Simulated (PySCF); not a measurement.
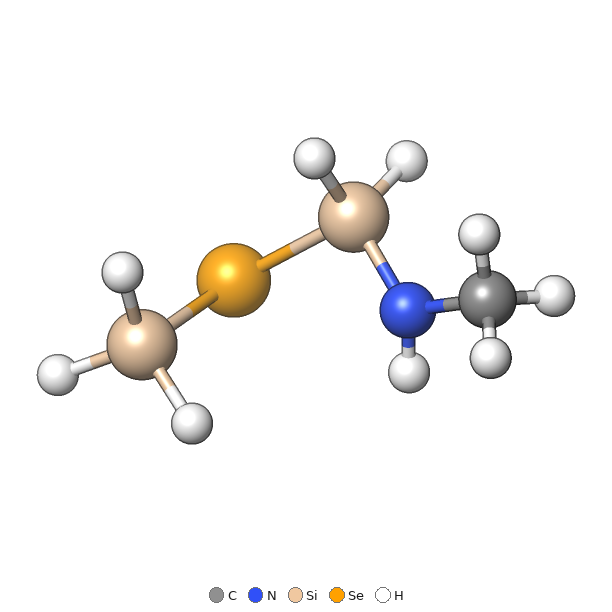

The picture shows a molecular structure as a ball-and-stick model.

Computed geometry: GFN2-xTB optimisation. No frequency run is at hand to confirm it as a minimum.

Question: Count the atoms of each element.

Answer: CH₉NSeSi₂, 14 atoms: 1 carbon, 9 hydrogen, 1 nitrogen, 1 selenium and 2 silicon.

Question: Name functional groups in it.

Answer: Among them: Si–H bond, Si–N bond.

Question: What is the point group of this geometry?

Answer: C1.

More results for the same structure follow; atom numbers are the same in all pictures, views and colours differ.

### Geometry

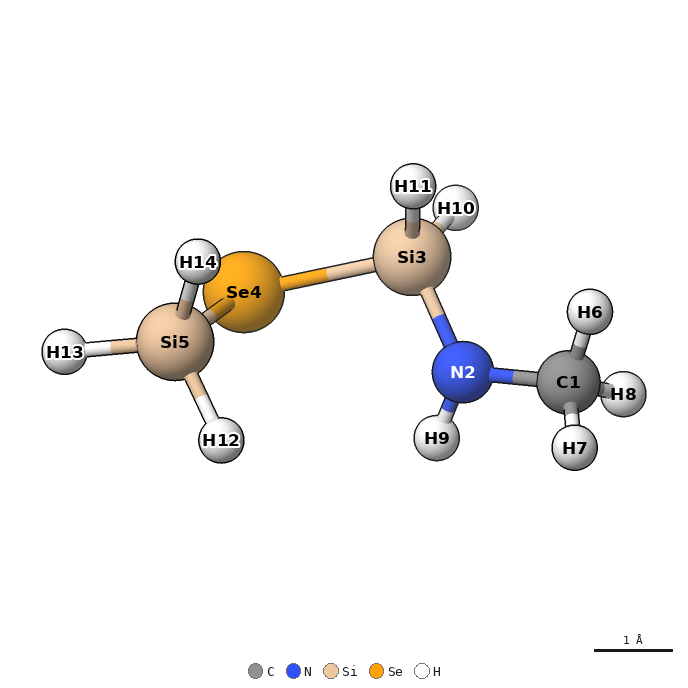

The atoms are numbered. No frequency run is at hand to confirm it as a minimum.

Question: Describe the coordination of atom 1.

Answer: C1 has 4 neighbours (N2 at 1.44, H6 at 1.09, H7 at 1.09, H8 at 1.09 Å); the arrangement is tetrahedral.

Question: How are the neighbours of atom 5 arranged?

Answer: Si5 has 4 neighbours (Se4 at 2.28, H12 at 1.46, H13 at 1.46, H14 at 1.46 Å); the arrangement is tetrahedral.

Question: How are the neighbours of atom 3 arranged?

Answer: Si3 has 4 neighbours (N2 at 1.71, Se4 at 2.29, H10 at 1.46, H11 at 1.46 Å); the arrangement is tetrahedral.

Question: What is the geometry at Se4?

Answer: Se4 has 2 neighbours (Si3 at 2.29, Si5 at 2.28 Å); the arrangement is bent.

Question: What is the dihedral angle N2–Si3–Se4–Si5?

Answer: 63° in size, that is gauche.

### Dipole moment

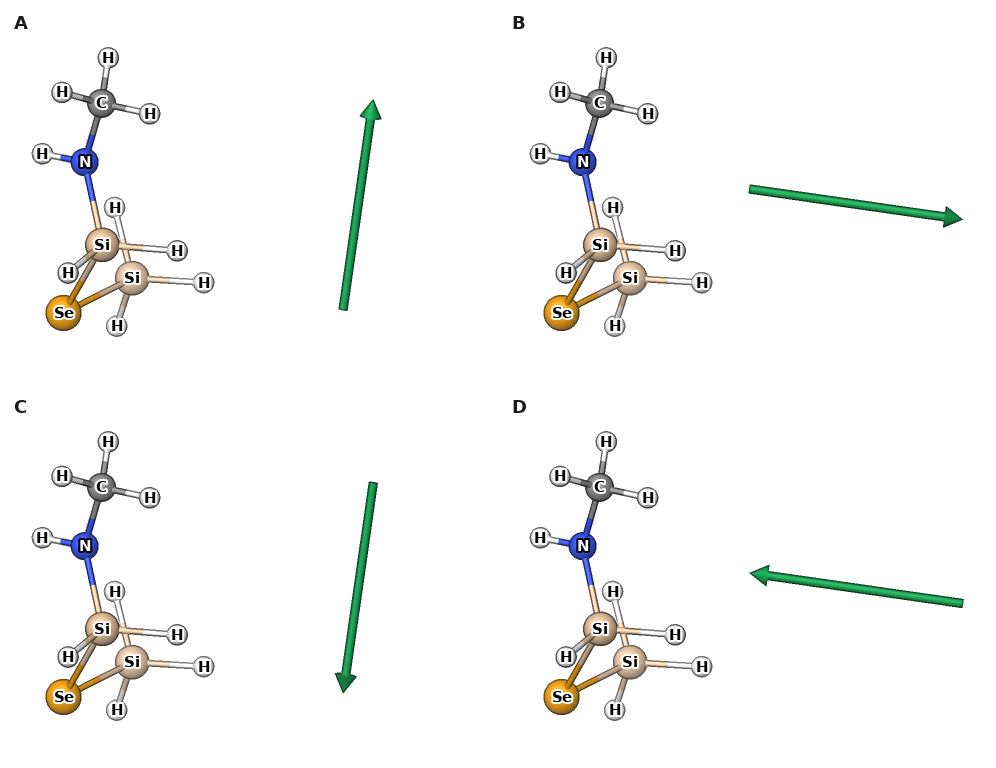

The same molecule four times, each with an arrow. No frequency run is at hand to confirm it as a minimum. Properties computed with CAM-B3LYP/def2-SVPD, gas phase (PySCF 2.14.0).

Question: Which arrow points along the dipole moment, from the negative to the positive end?

Answer: A. The dipole moment is 2.09 D.

### Excitation

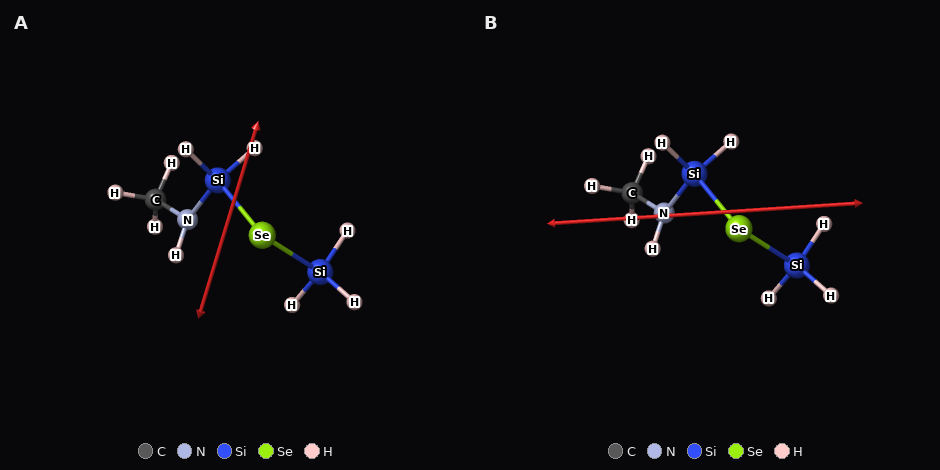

The double arrows show the directions of two transition dipoles from the ground state (lengths mean nothing). No frequency run is at hand to confirm it as a minimum. Properties computed with TDDFT CAM-B3LYP/def2-SVPD, vertical, gas phase, core orbitals frozen in the response (PySCF 2.14.0).

Question: One belongs to singlet state 4 and one to singlet state 7. Which is which?

Answer: A: state 7, 6.81 eV (182 nm), oscillator strength 0.016, of mixed character, with the largest part HOMO → LUMO+4 (weight 0.37).
B: state 4, 6.35 eV (195 nm), oscillator strength 0.020, mainly HOMO → LUMO+2 (weight 0.57).

### Polarisability

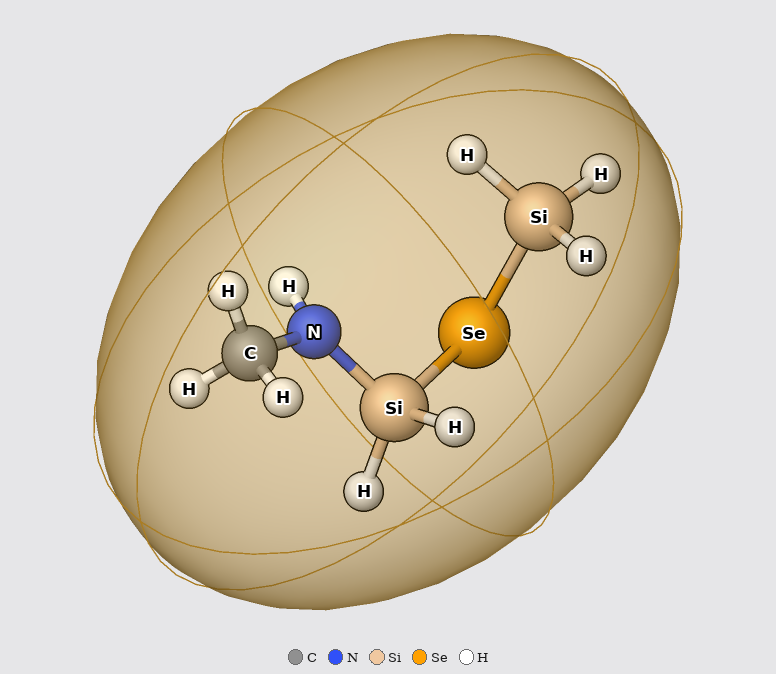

The ellipsoid shows the static dipole polarisability: its half-axes are proportional to the principal values. No frequency run is at hand to confirm it as a minimum. Computed with CAM-B3LYP/def2-SVPD (PySCF 2.14.0).

Question: How large and how anisotropic is the polarisability?

Answer: Principal values 86.8, 101.1, 122.7 bohr³; mean 103.5 bohr³ (15.34 Å³); anisotropy 31.3 bohr³, so the longest axis is 1.41 times the shortest.

The geometry is semi-empirical. Around Se, Si such bond lengths and angles can be off by a tenth of an ångström or more and by several degrees, and values that hang on the shape move with them.
